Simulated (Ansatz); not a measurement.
# CsI (SMILES [I][Cs]): UB88x+VWN5c(a = 0.6)/Sapporo-DKH3-DZP-2012 (sfX2C, exact exchange 0.6, exchange range long, omega 0.11 1/bohr)

Aim: the vertical electron affinity of CsI at UB88x+VWN5c(a = 0.6)/Sapporo-DKH3-DZP-2012 (sfX2C, exact exchange 0.6, exchange range long, omega 0.11 1/bohr), from 2 runs. 

The calculation is run with Ansatz 0.2.0.

6 further runs of the same task are left out: 4 for a known fault of the program, 2 that didn't finish.

## 1. Starting point

The species is CsI (2 atoms), meant as a singlet with charge 0. As SMILES, `[I][Cs]`. Geometry: the measured bond length.

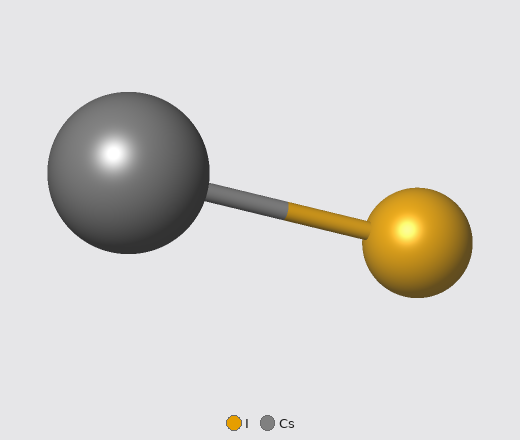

The structure, seen from a chosen angle (iodine amber, caesium grey).

## 2. Energy and forces at UB88x+VWN5c(a = 0.6)/Sapporo-DKH3-DZP-2012 (sfX2C, exact exchange 0.6, exchange range long, omega 0.11 1/bohr)

Input file run.yaml:

```yaml
crystal:
  periodic: [false, false, false]
  atoms:
    - {symbol: I, position_ang: [0.000000, 0.000000, 0.000000]}
    - {symbol: Cs, position_ang: [0.000000, 0.000000, 3.315192]}
basis:
  gaussian:
    orbitals: Sapporo-DKH3-DZP-2012.json
magnetization:
  spin_polarized: true
hamiltonian:
  xc:
    text: |
      parameter a = 0.6
      parameter omega = 0.11/bohr
      exchange = (1 - a)*b88_x_sr(omega) + a*exact_x_sr(omega) + exact_x_lr(omega)
      correlation = vwn5_c
output: {forces: true, orbitals: {seedname: orbitals}}
```

The basis set Sapporo-DKH3-DZP-2012 is read from a file made from the Basis Set Exchange's data (not shown).

Launch:

```
$ ansatz run run.yaml --threads 1 --pin off --max-ram 2610MiB --events-out events.jsonl --progress --plain --runs-dir runs
```

What it wrote:

```text
Warning: RAYON_NUM_THREADS=1 ignored (pool sized by the plan → 1); use --threads N
Functional definition: unnamed
  parameter a = 0.6
  parameter omega = 0.11/bohr
  exchange = (1 - a)*b88_x_sr(omega) + a*exact_x_sr(omega) + exact_x_lr(omega)
  correlation = vwn5_c
856 factors; integrals over basis functions are off by at most 5.9e-4 eV
57 factors; integrals over basis functions are off by at most 2.5e-5 eV
mean field evaluation 1: about -405613.9507 eV, gradient 1.2e1 eV
mean field evaluation 2: about -405614.6302 eV, gradient 1.0e1 eV
mean field evaluation 4: about -405614.8435 eV, gradient 1.2e-1 eV
mean field evaluation 8: about -405614.8444 eV, gradient 2.6e-3 eV
mean field -405614.84440638 eV, -14906.0705963184 hartree, gradient 8.1e-5 eV, S^2 0.000000; 0 other end points of the search recorded, 0 dependent functions left out
the calculation of the forces begins
reference -405614.84442294 eV, -14906.0705969268 hartree; 54, 54 occupied and 39, 39 virtual orbitals, 856 factors
Total energy: -405614.84442294 eV, -14906.0705969268 hartree
Relativity: scalar
Atom 0 at     0.000000     0.000000     0.000000 Å, force     0.000000    -0.000000    -0.350180 eV/Å
Atom 1 at     0.000000     0.000000     3.315192 Å, force     0.000000     0.000000     0.350180 eV/Å
Dipole moment:    -0.000000     0.000000     2.740493 e Å
```

Run time: 9.9 s. Hardware: 1 thread of Arm Neoverse V2, shared host; peak memory 0.41 GiB.

## 3. The doublet anion, same level

run.yaml: that of step 2 with these lines changed.

```diff
@@ -8,4 +8,6 @@
     orbitals: Sapporo-DKH3-DZP-2012.json
+total_charge: -1
 magnetization:
   spin_polarized: true
+  initial_magnetization: 1
 hamiltonian:
```

The basis set Sapporo-DKH3-DZP-2012 is read from a file made from the Basis Set Exchange's data (not shown).

Launch:

```
$ ansatz run run.yaml --threads 1 --pin off --max-ram 2610MiB --events-out events.jsonl --progress --plain --runs-dir runs
```

What it wrote, shortened:

```text
Warning: RAYON_NUM_THREADS=1 ignored (pool sized by the plan → 1); use --threads N
[... 1 set-up line as earlier in the session ...]
[...]
856 factors; integrals over basis functions are off by at most 5.9e-4 eV
57 factors; integrals over basis functions are off by at most 2.5e-5 eV
[...]
mean field -405615.62118497 eV, -14906.0991424049 hartree, gradient 7.9e-5 eV, S^2 0.750105; 1 other end points of the search recorded, 0 dependent functions left out
[...]
reference -405615.62119448 eV, -14906.0991427544 hartree; 55, 54 occupied and 38, 39 virtual orbitals, 856 factors
Total energy: -405615.62119448 eV, -14906.0991427544 hartree
Relativity: scalar
Atom 0 at     0.000000     0.000000     0.000000 Å, force    -0.000000    -0.000000    -0.869372 eV/Å
Atom 1 at     0.000000     0.000000     3.315192 Å, force     0.000000     0.000000     0.869372 eV/Å
Dipole moment:    -0.000000     0.000000    -0.199987 e Å
```

Wall time 12 s (1 thread of Arm Neoverse V2, shared host); peak memory 0.41 GiB.

## 4. Results

At UB88x+VWN5c(a = 0.6)/Sapporo-DKH3-DZP-2012 (sfX2C, exact exchange 0.6, exchange range long, omega 0.11 1/bohr):

```
                                         quantity            value
                        singlet CsI: total energy  -14906.07060 Eh
                       singlet CsI: dipole moment          13.16 D
                         singlet CsI: HOMO energy         -7.56 eV
                         singlet CsI: LUMO energy         -0.75 eV
                       singlet CsI: HOMO–LUMO gap          6.81 eV
            singlet CsI: largest force on an atom       0.350 eV/Å
                      doublet anion: total energy  -14906.09914 Eh
doublet anion: HOMO energy (highest over α and β)         -0.73 eV
 doublet anion: LUMO energy (lowest over α and β)          1.80 eV
                              doublet anion: ⟨S²⟩            0.750
          doublet anion: largest force on an atom       0.869 eV/Å
vertical electron affinity (to the doublet anion)         0.777 eV
```

**Reading.** At fixed nuclei the extra electron is bound by 0.78 eV (74.9 kJ/mol). The basis has no diffuse functions, so the error can be as large as this value. The largest force (singlet CsI) is 0.35 eV/Å: the shape isn't a stationary point for this species at this level.
